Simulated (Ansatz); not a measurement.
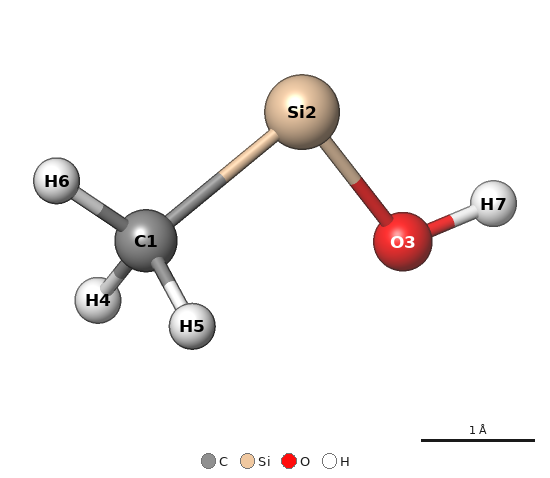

The atoms are numbered. The geometry was computed by an optimisation with PBE0-D4/def2-TZVP. No frequency run is at hand to confirm it as a minimum.

Give the bond lengths.

| bond | length (Å) |
| --- | --- |
| C1–Si2 | 1.888 |
| C1–H4 | 1.096 |
| C1–H5 | 1.097 |
| C1–H6 | 1.092 |
| Si2–O3 | 1.663 |
| O3–H7 | 0.960 |
